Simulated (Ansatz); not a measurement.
**CH₄BBrO: a spread of methods and bases**

Aim: run CH₄BBrO under a spread of inputs, and see what each costs and gives.

The runs use Ansatz 0.2.0, Gaussian basis; the settings change from run to run.

### Step 1. The molecule

The structure was relaxed beforehand with PBE0-D4 in a triple-zeta def2 set.

SMILES `OCBBr`, 8 atoms, charge 0, spin multiplicity 1.

Atoms are counted from 1 here; the program's logs count them from 0.

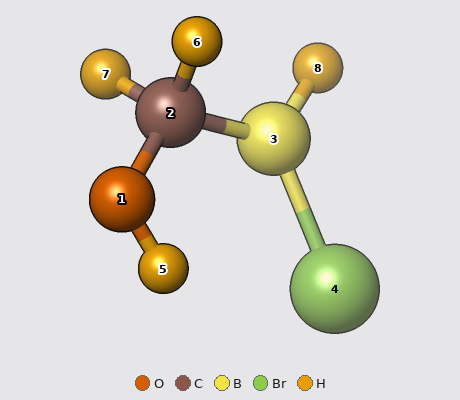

The geometry (oxygen orange, carbon brown, boron yellow, bromine green, hydrogen amber); atoms are numbered from 1 in the order of the file.

### Step 2. revPBE/cc-pVDZ

This run has coordinates scaled by 1.25, D3(BJ) with three-body dispersion.

The input, in.yaml:

```yaml
crystal:
  periodic: [false, false, false]
  atoms:
    - {symbol: O, position_ang: [-0.082684, 1.895926, -0.544373]}
    - {symbol: C, position_ang: [0.668017, 0.504865, 0.214362]}
    - {symbol: B, position_ang: [-0.219794, -1.212743, 0.172355]}
    - {symbol: Br, position_ang: [-2.333429, -1.449054, -0.912672]}
    - {symbol: H, position_ang: [-1.129665, 1.546652, -1.025205]}
    - {symbol: H, position_ang: [0.921236, 0.773303, 1.545231]}
    - {symbol: H, position_ang: [1.925321, 0.297679, -0.318799]}
    - {symbol: H, position_ang: [0.366123, -2.428005, 0.799350]}
basis:
  gaussian: {orbitals: cc-pVDZ}
hamiltonian: {xc: {name: revPBE}, dispersion: d3bjatm}
output: {forces: true}
```

Run with:

```bash
ansatz run in.yaml --threads 2 --pin off --events-out ev --progress --plain --max-ram 4352MiB
```

What it wrote (excerpt; [...] marks lines left out):

```text
Functional definition: revPBE
  name "revPBE"
  cite "Zhang & Yang, Phys. Rev. Lett. 80, 890 (1998) doi:10.1103/PhysRevLett.80.890"
  cite "Perdew, Burke & Ernzerhof, Phys. Rev. Lett. 77, 3865 (1996) doi:10.1103/PhysRevLett.77.3865"
[...]
1061 factors; their error is unknown
[...]
mean field -73858.74099470 eV, -2714.2586683024 hartree, gradient 2.4e-5 eV, S^2 0.000000; 0 other end points of the search recorded, 0 dependent functions left out
[...]
reference -73858.74103410 eV, -2714.2586697503 hartree; 29, 29 occupied and 60, 60 virtual orbitals, 1061 factors
Total energy: -73859.12353188 eV, -2714.2727262845 hartree
Atom 0 at    -0.082684     1.895926    -0.544373 Å, force    -1.935095    -4.150716    -0.003486 eV/Å
Atom 1 at     0.668017     0.504865     0.214362 Å, force     0.428206    -0.326022     0.307706 eV/Å
Atom 2 at    -0.219794    -1.212743     0.172355 Å, force     0.423244     0.624837     0.068283 eV/Å
Atom 3 at    -2.333429    -1.449054    -0.912672 Å, force     2.836040     0.412955     1.431325 eV/Å
Atom 4 at    -1.129665     1.546652    -1.025205 Å, force     4.214558     0.702654     2.112955 eV/Å
Atom 5 at     0.921236     0.773303     1.545231 Å, force    -0.929645    -0.578233    -3.773753 eV/Å
Atom 6 at     1.925321     0.297679    -0.318799 Å, force    -3.645700     0.709419     1.274513 eV/Å
Atom 7 at     0.366123    -2.428005     0.799350 Å, force    -1.391608     2.605105    -1.417543 eV/Å
Dipole moment:     0.265485    -0.210255     0.196391 e Å
```

Run time: 1.4 s. Hardware: 2 threads of Arm Neoverse V1, shared host.

Largest force 4.767 eV/Å, dipole 1.88 D.

### Step 3. RPA/ANO-RCC-VTZP

This run has multiplicity 3.

The input, in.yaml:

```yaml
crystal:
  periodic: [false, false, false]
  atoms:
    - {symbol: O, position_ang: [-0.066147, 1.516741, -0.435498]}
    - {symbol: C, position_ang: [0.534413, 0.403892, 0.171489]}
    - {symbol: B, position_ang: [-0.175835, -0.970194, 0.137884]}
    - {symbol: Br, position_ang: [-1.866743, -1.159243, -0.730137]}
    - {symbol: H, position_ang: [-0.903732, 1.237321, -0.820164]}
    - {symbol: H, position_ang: [0.736989, 0.618643, 1.236185]}
    - {symbol: H, position_ang: [1.540257, 0.238143, -0.255039]}
    - {symbol: H, position_ang: [0.292898, -1.942404, 0.639480]}
basis:
  gaussian: {orbitals: ANO-RCC-VTZP}
magnetization: {spin_polarized: true, initial_magnetization: 2}
hamiltonian: {xc: {name: r2SCAN}}
correlation: {method: rpa}
```

The command is unchanged.

What it wrote (excerpt; [...] marks lines left out):

```text
Functional definition: r2SCAN
  name "r2SCAN"
  cite "Furness, Kaplan, Ning, Perdew & Sun, J. Phys. Chem. Lett. 11, 8208 (2020) doi:10.1021/acs.jpclett.0c02405"
  cite "Furness, Kaplan, Ning, Perdew & Sun, J. Phys. Chem. Lett. 11, 9248 (2020) doi:10.1021/acs.jpclett.0c03077"
  parent r2scan
[...]
1158 factors; integrals over basis functions are off by at most 9.3e-4 eV
[...]
mean field -74743.07416042 eV, -2746.7573127203 hartree, gradient 6.7e-6 eV, S^2 2.008106; 8 other end points of the search recorded, 0 dependent functions left out
12 core orbitals not correlated: weight in the atoms' cores, before any rotation towards them, 1.000 or more for the frozen orbitals, at most 0.000 for the correlated occupied ones
reference -74670.85187476 eV, -2744.1031926761 hartree; 18, 16 occupied and 159, 161 virtual orbitals, 1158 factors
Total energy: -74702.79983721 eV, -2745.2772586412 hartree
Relativity: scalar
```

Wall time 100 s (2 threads of Arm Neoverse V1, shared host); peak memory 0.76 GiB.

⟨S²⟩ 2.008.

### Step 4. HF/aug-cc-pVTZ

This run has atoms shaken by 0.15 Å, a grid of angular degree 11.

The input, in.yaml:

```yaml
crystal:
  periodic: [false, false, false]
  atoms:
    - {symbol: O, position_ang: [-0.054299, 1.807932, -0.582512]}
    - {symbol: C, position_ang: [0.598765, 0.461968, 0.337427]}
    - {symbol: B, position_ang: [-0.000746, -0.985674, 0.174141]}
    - {symbol: Br, position_ang: [-1.846380, -1.470441, -0.634781]}
    - {symbol: H, position_ang: [-0.695238, 1.193650, -0.940761]}
    - {symbol: H, position_ang: [0.702598, 1.041753, 1.435264]}
    - {symbol: H, position_ang: [1.392897, 0.049207, -0.275847]}
    - {symbol: H, position_ang: [0.292872, -2.094564, 0.778234]}
basis:
  gaussian: {orbitals: aug-cc-pVTZ, final_grid: {core_spheres: 5, valence_spheres: 4, degree: 11}}
hamiltonian: {xc: {name: HF}}
output: {forces: true}
```

Launched as before.

What it wrote (excerpt; [...] marks lines left out):

```text
Functional definition: HF
  name "HF"
  cite "Fock, Z. Phys. 61, 126 (1930) doi:10.1007/BF01340294"
  parent pbe
[...]
1590 factors; their error is unknown
[...]
mean field -73801.68707002 eV, -2712.1619752431 hartree, gradient 9.6e-6 eV, S^2 0.000000; 0 other end points of the search recorded, 0 dependent functions left out
[...]
reference -73801.68707002 eV, -2712.1619752431 hartree; 29, 29 occupied and 260, 260 virtual orbitals, 1590 factors
Total energy: -73801.68707002 eV, -2712.1619752431 hartree
Atom 0 at    -0.054299     1.807932    -0.582512 Å, force     1.086010    -5.943108     2.332188 eV/Å
Atom 1 at     0.598765     0.461968     0.337427 Å, force    -2.083845     3.908122     0.341560 eV/Å
Atom 2 at    -0.000746    -0.985674     0.174141 Å, force    -3.458459    -1.734190     2.203064 eV/Å
Atom 3 at    -1.846380    -1.470441    -0.634781 Å, force     1.558226     0.781303     0.053507 eV/Å
Atom 4 at    -0.695238     1.193650    -0.940761 Å, force    -0.166648     1.543460    -0.443254 eV/Å
Atom 5 at     0.702598     1.041753     1.435264 Å, force     0.494401    -2.574770    -3.659069 eV/Å
Atom 6 at     1.392897     0.049207    -0.275847 Å, force     1.992390     1.641408     0.333746 eV/Å
Atom 7 at     0.292872    -2.094564     0.778234 Å, force     0.577925     2.377775    -1.161741 eV/Å
Dipole moment:     0.369583    -0.397435     0.270335 e Å
```

It took 9.5 s on 2 threads of Arm Neoverse V1, shared host; peak memory 0.99 GiB.

Largest force 6.476 eV/Å, dipole 2.91 D.

### Step 5. PBE0/def2-TZVPD

The input, in.yaml:

```yaml
crystal:
  periodic: [false, false, false]
  atoms:
    - {symbol: O, position_ang: [-0.066147, 1.516741, -0.435498]}
    - {symbol: C, position_ang: [0.534413, 0.403892, 0.171489]}
    - {symbol: B, position_ang: [-0.175835, -0.970194, 0.137884]}
    - {symbol: Br, position_ang: [-1.866743, -1.159243, -0.730137]}
    - {symbol: H, position_ang: [-0.903732, 1.237321, -0.820164]}
    - {symbol: H, position_ang: [0.736989, 0.618643, 1.236185]}
    - {symbol: H, position_ang: [1.540257, 0.238143, -0.255039]}
    - {symbol: H, position_ang: [0.292898, -1.942404, 0.639480]}
basis:
  gaussian: {orbitals: def2-TZVPD}
hamiltonian: {xc: {name: PBE0}}
```

The command is unchanged.

What it wrote:

```text
Functional definition: PBE0
  name "PBE0"
  cite "Adamo & Barone, J. Chem. Phys. 110, 6158 (1999) doi:10.1063/1.478522"
  cite "Perdew, Burke & Ernzerhof, Phys. Rev. Lett. 77, 3865 (1996) doi:10.1103/PhysRevLett.77.3865"
  parent pbe
  parameter a = 0.25
  parameter kappa = 0.804
  parameter beta = 0.06672455060314922
  exchange = (1 - a)*pbe_x(kappa = kappa, mu = beta*pi^2/3) + a*exact_x
  correlation = pbe_c(beta = beta)
1199 factors; their error is unknown
mean field evaluation 1: about -73855.3909 eV, gradient 5.2e1 eV
mean field evaluation 2: about -73849.7500 eV, gradient 7.5e1 eV
mean field evaluation 4: about -73860.9602 eV, gradient 4.5e0 eV
mean field evaluation 8: about -73861.0022 eV, gradient 4.7e-2 eV
mean field evaluation 16: about -73861.3116 eV, gradient 4.1e-5 eV
mean field -73861.31157291 eV, -2714.3531353094 hartree, gradient 4.1e-5 eV, S^2 0.000000; 0 other end points of the search recorded, 0 dependent functions left out
reference -73861.31161743 eV, -2714.3531369454 hartree; 29, 29 occupied and 178, 178 virtual orbitals, 1199 factors
Total energy: -73861.31161743 eV, -2714.3531369454 hartree
```

It took 4.3 s on 2 threads of Arm Neoverse V1, shared host; peak memory 0.38 GiB.

### Step 6. BHLYP/6-31G

This run has charge +1, multiplicity 2, the search for lower states set to full.

Changes to in.yaml since step 5:

```diff
@@ -12,3 +12,6 @@
 basis:
-  gaussian: {orbitals: def2-TZVPD}
-hamiltonian: {xc: {name: PBE0}}
+  gaussian: {orbitals: 6-31G}
+total_charge: 1
+magnetization: {spin_polarized: true, initial_magnetization: 1}
+hamiltonian: {xc: {name: BHLYP}}
+scf: {lower_state_search: full}
```

Launched as before.

What it wrote (excerpt; [...] marks lines left out):

```text
Functional definition: BHLYP
  name "BHLYP"
  cite "Becke, J. Chem. Phys. 98, 1372 (1993) doi:10.1063/1.464304"
  cite "Becke, Phys. Rev. A 38, 3098 (1988) doi:10.1103/PhysRevA.38.3098"
  cite "Lee, Yang & Parr, Phys. Rev. B 37, 785 (1988) doi:10.1103/PhysRevB.37.785"
[...]
717 factors; integrals over basis functions are off by at most 3.1e-4 eV
[...]
mean field -73847.85433966 eV, -2713.8585911091 hartree, gradient 1.9e-5 eV, S^2 0.755625; 9 other end points of the search recorded, 0 dependent functions left out
reference -73847.85447457 eV, -2713.8585960669 hartree; 29, 28 occupied and 35, 36 virtual orbitals, 717 factors
Total energy: -73847.85447457 eV, -2713.8585960669 hartree
```

Wall time 8 s (2 threads of Arm Neoverse V1, shared host).

⟨S²⟩ 0.756.

### Step 7. B3LYP/def2-SVP

This run has the search for lower states set to off.

Changes to in.yaml since step 6:

```diff
@@ -12,6 +12,4 @@
 basis:
-  gaussian: {orbitals: 6-31G}
-total_charge: 1
-magnetization: {spin_polarized: true, initial_magnetization: 1}
-hamiltonian: {xc: {name: BHLYP}}
-scf: {lower_state_search: full}
+  gaussian: {orbitals: def2-SVP}
+hamiltonian: {xc: {name: B3LYP}}
+scf: {lower_state_search: off}
```

Same command.

What it wrote (excerpt; [...] marks lines left out):

```text
Functional definition: B3LYP
  name "B3LYP"
  cite "Stephens, Devlin, Chabalowski & Frisch, J. Phys. Chem. 98, 11623 (1994) doi:10.1021/j100096a001"
  cite "Becke, Phys. Rev. A 38, 3098 (1988) doi:10.1103/PhysRevA.38.3098"
  cite "Lee, Yang & Parr, Phys. Rev. B 37, 785 (1988) doi:10.1103/PhysRevB.37.785"
  cite "Vosko, Wilk & Nusair, Can. J. Phys. 58, 1200 (1980) doi:10.1139/p80-159"
[...]
931 factors; integrals over basis functions are off by at most 1.1e-3 eV
[...]
mean field -73861.74557648 eV, -2714.3690846463 hartree, gradient 6.7e-6 eV, S^2 0.000000; 0 other end points of the search recorded, 0 dependent functions left out
reference -73861.74579446 eV, -2714.3690926569 hartree; 29, 29 occupied and 65, 65 virtual orbitals, 931 factors
Total energy: -73861.74579446 eV, -2714.3690926569 hartree
Checks for a lower state left out: stability, starts, cluster_reference, orbital_swaps, neighbouring_geometries, increment
```

Wall time 1.2 s (2 threads of Arm Neoverse V1, shared host).

### Step 8. SVWN5/aug-cc-pVDZ

Set apart from the defaults: high accuracy.

Changes to in.yaml since step 7:

```diff
@@ -12,4 +12,5 @@
 basis:
-  gaussian: {orbitals: def2-SVP}
-hamiltonian: {xc: {name: B3LYP}}
-scf: {lower_state_search: off}
+  gaussian: {orbitals: aug-cc-pVDZ}
+hamiltonian: {xc: {name: SVWN5}}
+accuracy: high
+output: {forces: true}
```

Launched as before.

What it wrote (excerpt; [...] marks lines left out):

```text
Functional definition: SVWN5
  name "SVWN5"
  cite "Dirac, Proc. Camb. Phil. Soc. 26, 376 (1930) doi:10.1017/S0305004100016108"
  cite "Slater, Phys. Rev. 81, 385 (1951) doi:10.1103/PhysRev.81.385"
  cite "Vosko, Wilk & Nusair, Can. J. Phys. 58, 1200 (1980) doi:10.1139/p80-159"
[...]
2768 factors; integrals over basis functions are off by at most 4.4e-9 eV
[...]
mean field -73742.92798540 eV, -2710.0026187114 hartree, gradient 1.4e-8 eV, S^2 0.000000; 0 other end points of the search recorded, 0 dependent functions left out
[...]
reference -73742.92799354 eV, -2710.0026190106 hartree; 29, 29 occupied and 112, 112 virtual orbitals, 2768 factors
Total energy: -73742.92799354 eV, -2710.0026190106 hartree
Atom 0 at    -0.066147     1.516741    -0.435498 Å, force     0.732671     0.216758     0.342501 eV/Å
Atom 1 at     0.534413     0.403892     0.171489 Å, force    -0.829999    -0.159596    -0.406831 eV/Å
Atom 2 at    -0.175835    -0.970194     0.137884 Å, force    -0.075979     0.494078    -0.167635 eV/Å
Atom 3 at    -1.866743    -1.159243    -0.730137 Å, force     0.136681     0.143592     0.037712 eV/Å
Atom 4 at    -0.903732     1.237321    -0.820164 Å, force    -0.769977    -0.289842    -0.344437 eV/Å
Atom 5 at     0.736989     0.618643     1.236185 Å, force     0.127482     0.084157     0.526083 eV/Å
Atom 6 at     1.540257     0.238143    -0.255039 Å, force     0.508050    -0.096181    -0.179944 eV/Å
Atom 7 at     0.292898    -1.942404     0.639480 Å, force     0.171072    -0.392967     0.192551 eV/Å
Dipole moment:     0.062723    -0.228461     0.091160 e Å
```

Run time: 10 s. Hardware: 2 threads of Arm Neoverse V1, shared host; peak memory 0.49 GiB.

Largest force 0.938 eV/Å, dipole 1.22 D.

### Step 9. r2SCANh/cc-pVTZ-DK

Set apart from the defaults: charge -1, multiplicity 2, D4 dispersion.

Changes to in.yaml since step 8:

```diff
@@ -12,5 +12,6 @@
 basis:
-  gaussian: {orbitals: aug-cc-pVDZ}
-hamiltonian: {xc: {name: SVWN5}}
-accuracy: high
+  gaussian: {orbitals: cc-pVTZ-DK}
+total_charge: -1
+magnetization: {spin_polarized: true, initial_magnetization: 1}
+hamiltonian: {xc: {name: r2SCANh}, dispersion: d4}
 output: {forces: true}
```

The command is unchanged.

What it wrote (excerpt; [...] marks lines left out):

```text
Functional definition: r2SCANh
  name "r2SCANh"
  cite "Bursch, Neugebauer, Ehlert & Grimme, J. Chem. Phys. 156, 134105 (2022) doi:10.1063/5.0086040"
  cite "Furness, Kaplan, Ning, Perdew & Sun, J. Phys. Chem. Lett. 11, 8208 (2020) doi:10.1021/acs.jpclett.0c02405"
  cite "Furness, Kaplan, Ning, Perdew & Sun, J. Phys. Chem. Lett. 11, 9248 (2020) doi:10.1021/acs.jpclett.0c03077"
  parent r2scan
[...]
1165 factors; their error is unknown
[...]
mean field -74746.57388452 eV, -2746.8859252088 hartree, gradient 4.8e-5 eV, S^2 0.758091; 0 other end points of the search recorded, 0 dependent functions left out
[...]
reference -74746.57389527 eV, -2746.8859256037 hartree; 30, 29 occupied and 159, 160 virtual orbitals, 1165 factors
Total energy: -74746.61532490 eV, -2746.8874481144 hartree
Relativity: scalar
Atom 0 at    -0.066147     1.516741    -0.435498 Å, force    -0.328179     0.877744    -0.399984 eV/Å
Atom 1 at     0.534413     0.403892     0.171489 Å, force     1.013568    -0.232393     0.597081 eV/Å
Atom 2 at    -0.175835    -0.970194     0.137884 Å, force     0.625755    -0.889431     0.575158 eV/Å
Atom 3 at    -1.866743    -1.159243    -0.730137 Å, force    -1.687546    -0.085362    -0.893927 eV/Å
Atom 4 at    -0.903732     1.237321    -0.820164 Å, force     0.125183    -0.306360     0.146895 eV/Å
Atom 5 at     0.736989     0.618643     1.236185 Å, force     0.043265     0.448517     0.011189 eV/Å
Atom 6 at     1.540257     0.238143    -0.255039 Å, force     0.126448     0.415655    -0.137995 eV/Å
Atom 7 at     0.292898    -1.942404     0.639480 Å, force     0.081506    -0.228369     0.101584 eV/Å
Dipole moment:    -0.537925     0.053565    -0.306215 e Å
```

Wall time 17 s (2 threads of Arm Neoverse V1, shared host); peak memory 0.62 GiB.

Largest force 1.912 eV/Å, ⟨S²⟩ 0.758.

### Step 10. wB97X/6-31G

Set apart from the defaults: the search for lower states set to full.

Changes to in.yaml since step 9:

```diff
@@ -12,6 +12,5 @@
 basis:
-  gaussian: {orbitals: cc-pVTZ-DK}
-total_charge: -1
-magnetization: {spin_polarized: true, initial_magnetization: 1}
-hamiltonian: {xc: {name: r2SCANh}, dispersion: d4}
+  gaussian: {orbitals: 6-31G}
+hamiltonian: {xc: {name: wB97X}}
+scf: {lower_state_search: full}
 output: {forces: true}
```

Launched as before.

What it wrote (excerpt; [...] marks lines left out):

```text
Functional definition: wB97X
  name "wB97X"
  cite "Chai & Head-Gordon, J. Chem. Phys. 128, 084106 (2008) doi:10.1063/1.2834918"
  cite "Becke, J. Chem. Phys. 107, 8554 (1997) doi:10.1063/1.475007"
[...]
  # The coefficients of nought are those of the uniform gas.
[...]
      + exact_x_lr(omega)
[...]
      + integral(e_c_pw_opposite_spin*poly(b97_u_opposite, 1, cos1, cos2, cos3, cos4))
717 factors; integrals over basis functions are off by at most 3.1e-4 eV
225 factors; integrals over basis functions are off by at most 3.5e-6 eV
[...]
mean field -73860.50821051 eV, -2714.3236122857 hartree, gradient 1.4e-5 eV, S^2 0.000000; 0 other end points of the search recorded, 0 dependent functions left out
[...]
reference -73860.50818911 eV, -2714.3236114993 hartree; 29, 29 occupied and 35, 35 virtual orbitals, 717 factors
Total energy: -73860.50818911 eV, -2714.3236114993 hartree
Atom 0 at    -0.066147     1.516741    -0.435498 Å, force    -0.213391     0.717033    -0.295767 eV/Å
Atom 1 at     0.534413     0.403892     0.171489 Å, force     0.947904    -0.799554     0.713558 eV/Å
Atom 2 at    -0.175835    -0.970194     0.137884 Å, force     0.427999    -0.150981     0.271284 eV/Å
Atom 3 at    -1.866743    -1.159243    -0.730137 Å, force    -0.592803    -0.169543    -0.277613 eV/Å
Atom 4 at    -0.903732     1.237321    -0.820164 Å, force    -0.561522     0.289334    -0.378624 eV/Å
Atom 5 at     0.736989     0.618643     1.236185 Å, force     0.005913     0.031307     0.000429 eV/Å
Atom 6 at     1.540257     0.238143    -0.255039 Å, force     0.010967     0.029887    -0.006271 eV/Å
Atom 7 at     0.292898    -1.942404     0.639480 Å, force    -0.025066     0.052517    -0.026997 eV/Å
Dipole moment:     0.105122    -0.316410     0.136182 e Å
```

It took 4.1 s on 2 threads of Arm Neoverse V1, shared host.

Largest force 1.431 eV/Å, dipole 1.73 D.

### Step 11. The runs in one table

```tsv
level	charge	multiplicity	geometry	functions	energy (eV)	time
revPBE/cc-pVDZ	0	1	scaled	89	-73859.124	1.4 s
RPA/ANO-RCC-VTZP	0	3	relaxed	189	-74702.800	100 s
HF/aug-cc-pVTZ	0	1	shaken	289	-73801.687	9.5 s
PBE0/def2-TZVPD	0	1	relaxed	207	-73861.312	4.3 s
BHLYP/6-31G	1	2	relaxed	64	-73847.854	8 s
B3LYP/def2-SVP	0	1	relaxed	94	-73861.746	1.2 s
SVWN5/aug-cc-pVDZ	0	1	relaxed	141	-73742.928	10 s
r2SCANh/cc-pVTZ-DK	-1	2	relaxed	189	-74746.615	17 s
wB97X/6-31G	0	1	relaxed	64	-73860.508	4.1 s
```

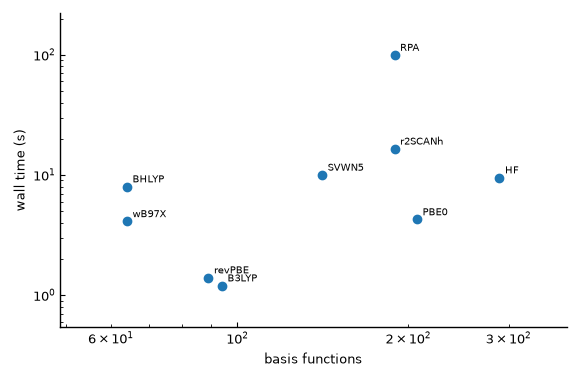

Wall time against the number of basis functions (shared host).

### Step 12. What came out

| quantity | value |
| --- | --- |
| runs | 9 |
| quickest | B3LYP/def2-SVP, 1.2 s |
| slowest | RPA/ANO-RCC-VTZP, 100 s |
| spread of total energies, same state and geometry | 118.8 eV |
| dipole, same state and geometry | 1.22 to 1.73 D |

**Reading.** Run time spans a factor of 83, from B3LYP/def2-SVP to RPA/ANO-RCC-VTZP. The jobs differ in tasks and options as well as level. Total energies at one charge and spin differ by 119 eV between levels, so only differences within one level mean anything. At the PBE0-D4/def2-TZVP geometry and in the same state, runs without warnings or point charges leave forces up to 1.43 eV/Å (wB97X/6-31G), against 6.5 eV/Å where the atoms were moved.
